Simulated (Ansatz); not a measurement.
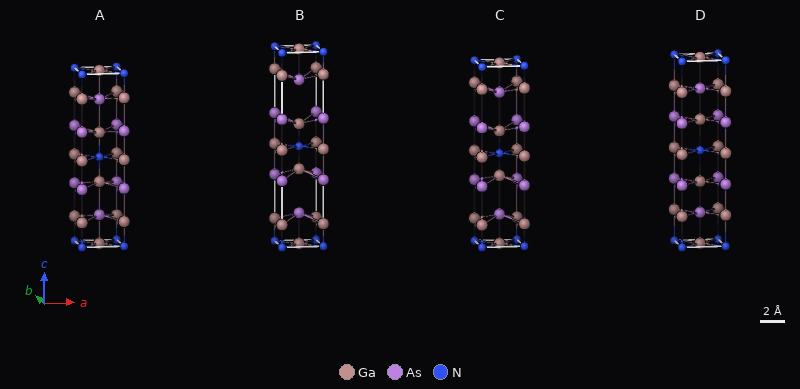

4 geometries from one relaxation of a crystal of Ga$_{3}$As$_{2}$N (a generated structure, set up in I4/mmm) (coarse preliminary run), in shuffled order. Style: ball-and-stick. Shown: the conventional cell (2 times the calculation's cell), slightly off an axis. Lengths and directions refer to the drawn axes.

All numbers below come from Ansatz, DFT PBE, scalar-relativistic, plane waves, PAW. Set-up: plane-wave cutoff 420 eV; k-point mesh 6 × 6 × 6; occupations gaussian; smearing width 0.1 eV; no spin polarisation; cell and atoms relaxed; force threshold 0.04 eV/Å; at most 70 steps.

**Put them in the order of the run, from the start to the converged end.**

D, A, C, B. They are steps 0, 2, 4, 9, at +314 meV per atom, +76.3 meV per atom, +10.4 meV per atom relative to the last. The energy falls by 314 meV per atom in 8 accepted moves (9 points after the start). The largest force component goes from 1.1 to 0.0084 eV/Å. The pressure goes from −7.47 to −0.04 GPa. The SCF was repeated once at an unchanged geometry on a basis and grid sized afresh for the cell, which shifted the energy by 0.5 meV per atom at most. The largest moves relative to the cell, 0.85 Å, are those of Ga atoms. By element the largest moves are Ga 0.85 Å, As 0.15 Å. N stays in place. Cell: a = b 3.770 → 3.569 Å (−5.3 %), c 15.995 → 16.730 Å (+4.6 %). Volume −6.2 %. Some distances before and after: As–Ga 2.666 → 3.785 Å, Ga–N 2.666 → 1.940 Å, Ga–N 2.666 → 2.524 Å, As–Ga 2.666 → 2.619 Å. Bonds break: As–Ga (2.67 → 3.78 Å). Bond angles that change, for instance: As–Ga–As 180.0° → 149.0°, Ga–As–Ga 180.0° → 149.0°, Ga–As–Ga 90.0° → 74.5°. The space group stays I4/mmm (No. 139). Cost: 2 min on 1 thread of Arm Neoverse V2 (shared host), peak memory 0.45 GiB.
